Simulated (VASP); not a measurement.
Band structure of TiO$_{2}$ (anatase). Calculation: modified Becke-Johnson potential (mBJ), VASP's PBE PAW potentials (set 64) (plane waves; VASP).

mBJ is a potential without an energy functional, so only the levels count. The path is coarsely sampled, so an indirect gap can come out somewhat too large.

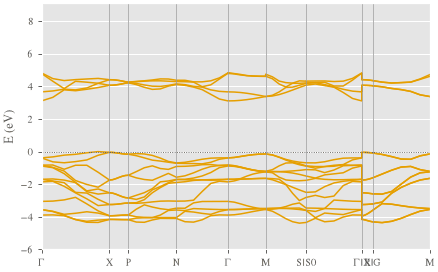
Bands along high-symmetry lines, zero at the valence-band maximum or, without a gap, the Fermi level

Question: Read the plot: is there a gap, and where are the band edges?

Answer: The gap is indirect, 3.11 eV, from the valence maximum at Γ-X at 0.83 to the conduction minimum at Γ.

The compound is TiO2 in the anatase structure, one of several forms; rutile is the usual stable one. It was relaxed first. The cell's shape comes from a PBE relaxation.
